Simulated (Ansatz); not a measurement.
# CH3AlN (charge +1): what the fields show

```yaml
atoms:
  - { symbol: C, position_ang: [-1.0313, -1.1783, -0.8199] }
  - { symbol: N, position_ang: [-0.0865, -0.4598, -0.4116] }
  - { symbol: Al, position_ang: [1.1729, 0.5003, 0.1349] }
  - { symbol: H, position_ang: [-2.0520, -1.0473, -0.4456] }
  - { symbol: H, position_ang: [2.3354, 1.3850, 0.6384] }
  - { symbol: H, position_ang: [-0.8707, -1.9636, -1.5660] }
```

Geometry: PBE0-D4/def2-TZVP.

All numbers below come from RKS PBE0-D4/def2-TZVPP in Ansatz.

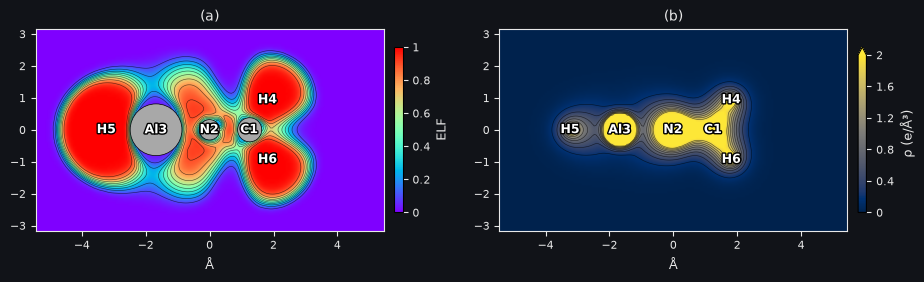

Figure 1. (a) electron localisation function; (b) total electron density on the molecular plane. Grey discs cover the atomic cores in the ELF map.

> What do the fields say about this system?

Atoms in the plane: C, N, Al and H.
C–N (1.26 Å): ρ at the midpoint is about 2.9 e/Å³; the ELF peaks at about 0.90 between the atoms (a short, multiple covalent bond).
Al–N (1.68 Å): ρ is about 0.98 e/Å³ halfway; the ELF peaks at about 0.85 in the valence shell of N, 0.6 Å from its nucleus, and is about 0.50 at the midpoint.
C–H (1.10 Å): ρ is about 2.2 e/Å³ halfway; the ELF climbs to about 1 towards the hydrogen, as it does in any bond to H; a covalent bond by its length.
Al–H (1.55 Å): ρ at the midpoint is about 0.63 e/Å³; the ELF climbs to about 1 towards the hydrogen.

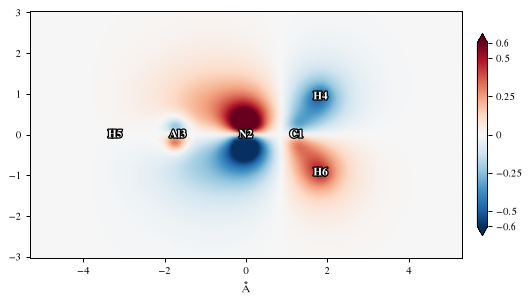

Figure 2. The HOMO on the molecular plane (values in Å⁻³ᐟ²; the overall sign is arbitrary).

> Where does this orbital lie, and at what energy?

Its weight (Hirshfeld) is mainly on N2 (about 55 %), Al3 (about 20 %), C1 (about 15 %), H4 (about 5 %) and H6 (about 5 %); it is symmetric in the molecular plane (an in-plane orbital: σ, lone-pair or in-plane π type). Its energy is −12.65 eV.

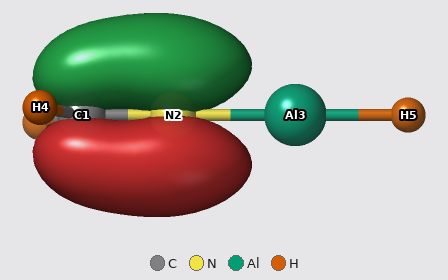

Figure 3. The HOMO−1 at ±0.15 Å⁻³ᐟ² (green and red are the two phases), seen from one side.

> Where does this orbital lie, and at what energy?

Its weight (Hirshfeld) is mainly on N2 (about 55 %) and C1 (about 30 %); it changes sign across the molecular plane (π type); π-bonding across C1–N2. Its energy is −15.67 eV.
